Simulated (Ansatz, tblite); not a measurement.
# SiMe2 (C2H6Si): a ladder of methods and basis sets, part 2 of 2

How do method and basis change the picture of SiMe2 (C2H6Si) (singlet)?

Ansatz 0.2.0, Gaussian basis; as each input shows. Earlier steps stand in the parts before.

## (17) PBE-D4/def2-TZVPD

in.yaml reads:

```yaml
crystal:
  periodic: [false, false, false]
  atoms:
    - {symbol: Si, position_ang: [-0.001246, 0.008972, -1.302597]}
    - {symbol: C, position_ang: [1.434431, -0.012391, -0.048198]}
    - {symbol: H, position_ang: [1.376996, -0.921292, 0.564191]}
    - {symbol: H, position_ang: [1.351697, 0.831412, 0.647624]}
    - {symbol: H, position_ang: [2.417123, 0.021269, -0.519094]}
    - {symbol: C, position_ang: [-1.434415, 0.011119, -0.045170]}
    - {symbol: H, position_ang: [-1.381147, 0.919804, 0.568304]}
    - {symbol: H, position_ang: [-1.345617, -0.832915, 0.649297]}
    - {symbol: H, position_ang: [-2.417813, -0.025989, -0.514347]}
basis:
  gaussian: {orbitals: def2-TZVPD, initial_orbitals: start.molden}
hamiltonian: {xc: pbe, dispersion: d4}
scf: {omitted_lower_state_checks: [starts]}
output: {orbitals: {seedname: orbitals}}
```

Command:

```bash
$ ansatz run in.yaml --threads 4 --pin off --events-out ev --progress --plain --max-ram 3916MiB
```

The program printed:

```text
Functional definition: PBE
  name "PBE"
  cite "Perdew, Burke & Ernzerhof, Phys. Rev. Lett. 77, 3865 (1996) doi:10.1103/PhysRevLett.77.3865"
  parent pbe
  parameter kappa = 0.804
  parameter beta = 0.06672455060314922
  exchange = pbe_x(kappa = kappa, mu = beta*pi^2/3)
  correlation = pbe_c(beta = beta)
these checks for a lower state are left out or cut short: starts
929 factors; their error is unknown
mean field evaluation 1: about -10041.9019 eV, gradient 9.1e0 eV
mean field evaluation 2: about -10041.9942 eV, gradient 1.3e-1 eV
mean field evaluation 4: about -10041.9660 eV, gradient 6.2e-4 eV
mean field -10041.96598377 eV, -369.0354432145 hartree, gradient 1.9e-5 eV, S^2 0.000000; 0 other end points of the search recorded, 0 dependent functions left out
reference -10041.96603214 eV, -369.0354449922 hartree; 16, 16 occupied and 155, 155 virtual orbitals, 929 factors
Total energy: -10042.11812448 eV, -369.0410342824 hartree
Checks for a lower state left out: starts
```

Run time: 1 s. Hardware: 4 threads of Arm Neoverse V1, shared host.

Report: HOMO -4.97 eV, LUMO -3.04 eV.

## (18) r2SCAN-D4/def2-TZVPD

Changes to in.yaml since step 17:

```diff
@@ -14,3 +14,3 @@
   gaussian: {orbitals: def2-TZVPD, initial_orbitals: start.molden}
-hamiltonian: {xc: pbe, dispersion: d4}
+hamiltonian: {xc: r2scan, dispersion: d4}
 scf: {omitted_lower_state_checks: [starts]}
```

Same command.

The program printed:

```text
Functional definition: r2SCAN
  name "r2SCAN"
  cite "Furness, Kaplan, Ning, Perdew & Sun, J. Phys. Chem. Lett. 11, 8208 (2020) doi:10.1021/acs.jpclett.0c02405"
  cite "Furness, Kaplan, Ning, Perdew & Sun, J. Phys. Chem. Lett. 11, 9248 (2020) doi:10.1021/acs.jpclett.0c03077"
  parent r2scan
  parameter k0 = 0.174
  parameter k1 = 0.065
  parameter a1 = 4.9479
  exchange = r2scan_x(k0 = k0, k1 = k1, a1 = a1)
  correlation = r2scan_c
these checks for a lower state are left out or cut short: starts
929 factors; their error is unknown
mean field evaluation 1: about -10046.9504 eV, gradient 6.1e0 eV
mean field evaluation 2: about -10046.9950 eV, gradient 7.0e-2 eV
mean field evaluation 4: about -10046.9693 eV, gradient 3.3e-4 eV
mean field -10046.96932515 eV, -369.2193126189 hartree, gradient 6.0e-6 eV, S^2 0.000000; 0 other end points of the search recorded, 0 dependent functions left out
reference -10046.96934070 eV, -369.2193131903 hartree; 16, 16 occupied and 155, 155 virtual orbitals, 929 factors
Total energy: -10047.00492325 eV, -369.2206208247 hartree
Checks for a lower state left out: starts
```

Wall time 2.1 s (4 threads of Arm Neoverse V1, shared host).

From the report: HOMO -5.12 eV, LUMO -2.88 eV.

## (19) CCSD(T)/def2-TZVPP

Changes to in.yaml since step 18:

```diff
@@ -13,4 +13,4 @@
 basis:
-  gaussian: {orbitals: def2-TZVPD, initial_orbitals: start.molden}
-hamiltonian: {xc: r2scan, dispersion: d4}
+  gaussian: {orbitals: def2-TZVPP, initial_orbitals: start.molden}
+correlation: {method: ccsd_t}
 scf: {omitted_lower_state_checks: [starts]}
```

Same command.

The program printed (excerpt; [...] marks lines left out):

```text
Functional definition: HF
  name "HF"
  cite "Fock, Z. Phys. 61, 126 (1930) doi:10.1007/BF01340294"
  parent pbe
[...]
1068 factors; integrals over basis functions are off by at most 1.0e-3 eV
[...]
mean field -10017.91056886 eV, -368.1514230218 hartree, gradient 2.0e-6 eV, S^2 0.000000; 0 other end points of the search recorded, 0 dependent functions left out; unrestricted orbitals would lower it
7 core orbitals not correlated: weight in the atoms' cores, before any rotation towards them, 1.000 or more for the frozen orbitals, at most 0.000 for the correlated occupied ones
reference -10017.91056886 eV, -368.1514230218 hartree; 9, 9 occupied and 172, 172 virtual orbitals, 1068 factors
second order -12.60239216 eV of doubles, -0.00000000 eV of singles
cycle   1  -13.37352980 eV  change   -7.7e-1 eV  update   8.2e-2
[...]
cycle   9  -13.80847794 eV  change    2.3e-6 eV  update   1.5e-5
perturbative correction -0.53882261 eV, -0.0198013657 hartree
Total energy: -10032.25786941 eV, -368.6786765922 hartree
Checks for a lower state left out: starts
```

Run time: 16 s. Hardware: 4 threads of Arm Neoverse V1, shared host; peak memory 1.9 GiB.

Report: Hartree-Fock HOMO -8.26 eV, LUMO 1.07 eV; T1 0.012. Doubts: restricted state is unstable towards broken spin symmetry.

## (20) MP2/def2-TZVP

Changes to in.yaml since step 19:

```diff
@@ -13,4 +13,4 @@
 basis:
-  gaussian: {orbitals: def2-TZVPP, initial_orbitals: start.molden}
-correlation: {method: ccsd_t}
+  gaussian: {orbitals: def2-TZVP, initial_orbitals: start.molden}
+correlation: {method: mp2}
 scf: {omitted_lower_state_checks: [starts]}
```

Same command.

The program printed (excerpt; [...] marks lines left out):

```text
Functional definition: HF
  name "HF"
  cite "Fock, Z. Phys. 61, 126 (1930) doi:10.1007/BF01340294"
  parent pbe
[...]
908 factors; integrals over basis functions are off by at most 1.1e-3 eV
[...]
mean field -10017.84950573 eV, -368.1491789934 hartree, gradient 2.1e-6 eV, S^2 0.000000; 0 other end points of the search recorded, 0 dependent functions left out; unrestricted orbitals would lower it
7 core orbitals not correlated: weight in the atoms' cores, before any rotation towards them, 1.000 or more for the frozen orbitals, at most 0.000 for the correlated occupied ones
reference -10017.84950573 eV, -368.1491789934 hartree; 9, 9 occupied and 119, 119 virtual orbitals, 908 factors
second order -12.11083515 eV of doubles, -0.00000000 eV of singles
Total energy: -10029.96034088 eV, -368.5942439760 hartree
Checks for a lower state left out: starts
```

Run time: 0.7 s. Hardware: 4 threads of Arm Neoverse V1, shared host.

From the report: Hartree-Fock HOMO -8.26 eV, LUMO 1.07 eV. Doubts: restricted state is unstable towards broken spin symmetry.

## (21) RPA/def2-TZVP

Changes to in.yaml since step 20:

```diff
@@ -14,4 +14,4 @@
   gaussian: {orbitals: def2-TZVP, initial_orbitals: start.molden}
-correlation: {method: mp2}
+hamiltonian: {xc: pbe}
+correlation: {method: rpa}
 scf: {omitted_lower_state_checks: [starts]}
-output: {orbitals: {seedname: orbitals}}
```

Same command.

The program printed (excerpt; [...] marks lines left out):

```text
Functional definition: PBE
  name "PBE"
  cite "Perdew, Burke & Ernzerhof, Phys. Rev. Lett. 77, 3865 (1996) doi:10.1103/PhysRevLett.77.3865"
  parent pbe
[...]
908 factors; integrals over basis functions are off by at most 1.1e-3 eV
[...]
mean field -10041.93686331 eV, -369.0343730574 hartree, gradient 1.4e-6 eV, S^2 0.000000; 0 other end points of the search recorded, 0 dependent functions left out
7 core orbitals not correlated: weight in the atoms' cores, before any rotation towards them, 1.000 or more for the frozen orbitals, at most 0.000 for the correlated occupied ones
reference -10016.99470666 eV, -368.1177657068 hartree; 9, 9 occupied and 119, 119 virtual orbitals, 908 factors
Total energy: -10038.47320476 eV, -368.9070859534 hartree
Checks for a lower state left out: starts
```

It took 1.6 s on 4 threads of Arm Neoverse V1, shared host.

## (22) CCSD(T)/def2-TZVPD

Changes to in.yaml since step 21:

```diff
@@ -13,5 +13,5 @@
 basis:
-  gaussian: {orbitals: def2-TZVP, initial_orbitals: start.molden}
-hamiltonian: {xc: pbe}
-correlation: {method: rpa}
+  gaussian: {orbitals: def2-TZVPD, initial_orbitals: start.molden}
+correlation: {method: ccsd_t}
 scf: {omitted_lower_state_checks: [starts]}
+output: {orbitals: {seedname: orbitals}}
```

The command is unchanged.

The program printed (excerpt; [...] marks lines left out):

```text
Functional definition: HF
  name "HF"
  cite "Fock, Z. Phys. 61, 126 (1930) doi:10.1007/BF01340294"
  parent pbe
[...]
1176 factors; integrals over basis functions are off by at most 7.9e-4 eV
[...]
mean field -10017.87094818 eV, -368.1499669888 hartree, gradient 2.3e-6 eV, S^2 0.000000; 0 other end points of the search recorded, 0 dependent functions left out; unrestricted orbitals would lower it
7 core orbitals not correlated: weight in the atoms' cores, before any rotation towards them, 1.000 or more for the frozen orbitals, at most 0.000 for the correlated occupied ones
reference -10017.87094818 eV, -368.1499669888 hartree; 9, 9 occupied and 155, 155 virtual orbitals, 1176 factors
second order -12.20410910 eV of doubles, -0.00000000 eV of singles
cycle   1  -13.03533278 eV  change   -8.3e-1 eV  update   8.4e-2
[...]
cycle   9  -13.47949173 eV  change    4.4e-6 eV  update   1.9e-5
perturbative correction -0.52393195 eV, -0.0192541442 hartree
Total energy: -10031.87437186 eV, -368.6645833172 hartree
Checks for a lower state left out: starts
```

Wall time 12 s (4 threads of Arm Neoverse V1, shared host); peak memory 1.5 GiB.

Report: Hartree-Fock HOMO -8.28 eV, LUMO 1.00 eV; T1 0.012. Doubts: restricted state is unstable towards broken spin symmetry.

## (23) Levels side by side

| level | functions | HOMO (eV) | LUMO (eV) | gap (eV) | time |
| --- | --- | --- | --- | --- | --- |
| HF/STO-3G | 25 | -5.82 | 6.24 | 12.06 | 0.1 s |
| HF/def2-TZVP | 135 | -8.26 | 1.07 | 9.33 | 0.35 s |
| PBE-D4/def2-SVP | 76 | -4.82 | -2.94 | 1.89 | 0.5 s |
| PBE-D4/def2-TZVP | 135 | -4.91 | -3.00 | 1.91 | 0.75 s |
| PBE-D4/def2-TZVPD | 171 | -4.97 | -3.04 | 1.93 | 1 s |
| r2SCAN-D4/def2-TZVP | 135 | -5.08 | -2.85 | 2.23 | 1.6 s |
| r2SCAN-D4/def2-TZVPD | 171 | -5.12 | -2.88 | 2.24 | 2.1 s |
| B97M-V/def2-TZVP | 135 | -5.14 | -2.79 | 2.35 | 3 s |
| r2SCANh-D4/def2-TZVP | 135 | -5.46 | -2.53 | 2.94 | 1.7 s |
| PBE0-D4/def2-SVP | 76 | -5.88 | -2.09 | 3.79 | 0.45 s |
| PBE0-D4/def2-TZVP | 135 | -5.93 | -2.13 | 3.80 | 0.9 s |
| PBE0-D4/def2-TZVPD | 171 | -5.97 | -2.16 | 3.80 | 1.2 s |
| BHLYP-D4/def2-TZVP | 135 | -6.87 | -1.19 | 5.69 | 1.1 s |
| CAM-B3LYP-D4/def2-TZVP | 135 | -7.22 | -1.03 | 6.19 | 1 s |
| ωB97X-V/def2-TZVP | 135 | -8.17 | -0.02 | 8.15 | 2.8 s |

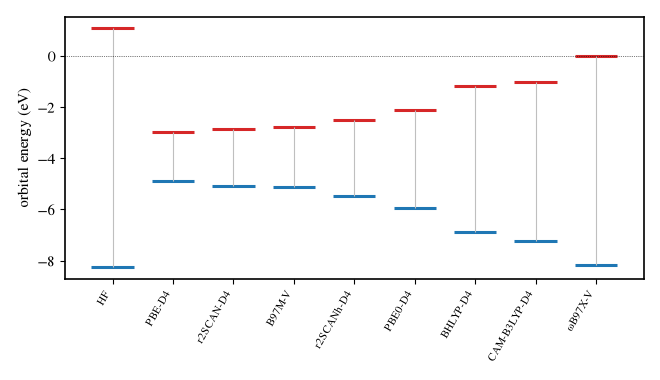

Highest filled (blue) and lowest empty (red) level in def2-TZVP.

The pieces so far (eV):

| basis | HF | MP2 correlation | CCSD correlation | (T) | total |
| --- | --- | --- | --- | --- | --- |
| def2-TZVPP | -10017.9106 | -12.6024 | -13.8085 | -0.5388 | -10032.2579 |
| def2-TZVP | -10017.8495 | -12.1108 |  |  | -10029.9603 (MP2) |
| def2-TZVPD | -10017.8709 | -12.2041 | -13.4795 | -0.5239 | -10031.8744 |

## (24) Binding energy

Free atoms were run apart at each level; binding is atoms less cluster, divided by the number of atoms, without zero-point or spin-orbit terms.

| method | binding an atom (eV) | from CCSD(T)/def2-TZVPP (eV) | time |
| --- | --- | --- | --- |
| HF/STO-3G | 3.635 | +0.037 | 0.1 s |
| HF/def2-TZVP | 2.765 | -0.833 | 0.35 s |
| HF/def2-TZVPD | 2.767 | -0.831 |  |
| HF/def2-TZVPP | 2.772 | -0.826 |  |
| PBE-D4/def2-SVP | 3.717 | +0.119 | 0.5 s |
| PBE-D4/def2-TZVP | 3.711 | +0.113 | 0.75 s |
| PBE-D4/def2-TZVPD | 3.714 | +0.116 | 1 s |
| r2SCAN-D4/def2-TZVP | 3.668 | +0.070 | 1.6 s |
| r2SCAN-D4/def2-TZVPD | 3.670 | +0.072 | 2.1 s |
| B97M-V/def2-TZVP | 3.687 | +0.089 | 3 s |
| r2SCANh-D4/def2-TZVP | 3.656 | +0.058 | 1.7 s |
| PBE0-D4/def2-SVP | 3.686 | +0.088 | 0.45 s |
| PBE0-D4/def2-TZVP | 3.675 | +0.077 | 0.9 s |
| PBE0-D4/def2-TZVPD | 3.677 | +0.079 | 1.2 s |
| BHLYP-D4/def2-TZVP | 3.605 | +0.007 | 1.1 s |
| CAM-B3LYP-D4/def2-TZVP | 3.685 | +0.087 | 1 s |
| ωB97X-V/def2-TZVP | 3.679 | +0.081 | 2.8 s |
| MP2/def2-TZVP | 3.545 | -0.053 | 0.7 s |
| MP2/def2-TZVPD | 3.555 | -0.043 |  |
| CCSD/def2-TZVPD | 3.517 | -0.081 |  |
| CCSD/def2-TZVPP | 3.558 | -0.040 |  |
| CCSD(T)/def2-TZVPD | 3.555 | -0.043 | 12 s |
| CCSD(T)/def2-TZVPP | 3.598 | 0 | 16 s |

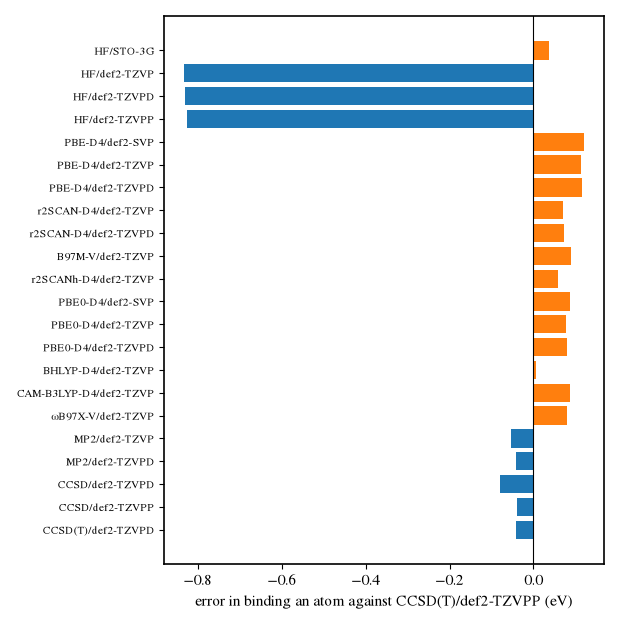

Error of each method against CCSD(T)/def2-TZVPP.

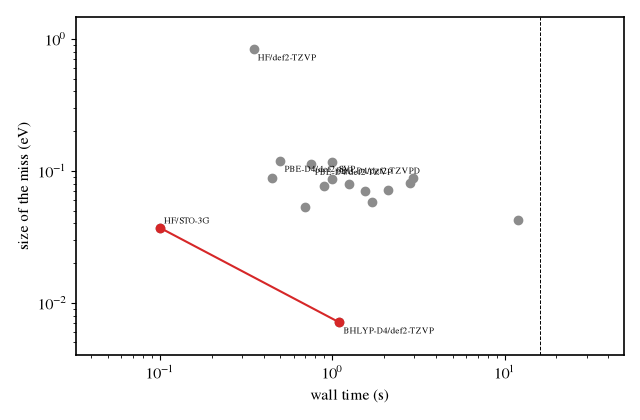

Accuracy for the time spent; red marks the levels that beat every quicker one drawn (of those quicker than the yardstick), and the dashed line is the time of CCSD(T)/def2-TZVPP. Only those levels and the largest misses are named. Times are from a shared host.

## (25) Results

The summary covers parts 1 to 2.

| quantity | value |
| --- | --- |
| gap in def2-TZVP, named functionals and Hartree-Fock, smallest and largest | 1.91 eV (PBE-D4), 9.33 eV (HF) |
| correlation energy, CCSD(T)/def2-TZVPP | -14.35 eV |
| correlation energy, MP2/def2-TZVP | -12.11 eV |
| correlation energy, CCSD(T)/def2-TZVPD | -14.00 eV |
| binding an atom, CCSD(T)/def2-TZVPP | 3.598 eV |
| PBE0 total energy, smallest basis above largest | 5.13 eV (def2-SVP, def2-TZVPD) |

In words: Orbital gaps of the named functionals and Hartree-Fock in def2-TZVP span 1.91 eV (PBE-D4) to 9.33 eV (HF); exact exchange widens it. A small miss in a minimal or small basis is a cancelling of errors, not accuracy. The functionals in def2-TZVP miss CCSD(T)/def2-TZVPP by +0.007 (BHLYP-D4) to +0.113 eV (PBE-D4) an atom. The reference is CCSD(T) in one finite basis, so it carries an error of its own, often a tenth of an eV or more, and near misses can't be ranked.

BHLYP-D4/def2-TZVP reaches 0.007 eV from the reference in 1.1 s, where CCSD(T)/def2-TZVPP took 16 s; the quickest level in the cost chart, HF/STO-3G, takes 0.1 s and misses by 0.037 eV. The slowest run with a step of its own, CCSD(T)/def2-TZVPP, took 16 s; the quickest functional in def2-TZVP took 0.75 s (shared host).
